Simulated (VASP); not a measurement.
Energy against volume of Rh (fcc). Method: PBEsol GGA, VASP's PBE PAW potentials (set 64) (plane waves; VASP).

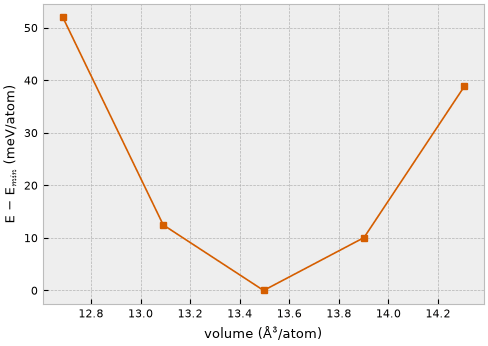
*Energy against volume*

Q: Estimate the equilibrium volume and the bulk modulus.

A: The minimum lies near 13.5 Å³/atom, and the curvature gives B0 of about 300 GPa.

Measured: bulk modulus 271 GPa at 0 K (computed value off by +8.9 %), as given by H. Levämäki et al., Physical Review B (2014), arXiv:1402.3671 [corrected for temperature and zero-point phonon effects]; a 3.794 Å at 0 K (computed value off by -0.4 %), as given by Daniel Mejia-Rodriguez et al., Physical Review B (2018), arXiv:1807.09216 [static lattice: zero-point anharmonic expansion removed].

The compound is Rh in the fcc structure. It was relaxed first.
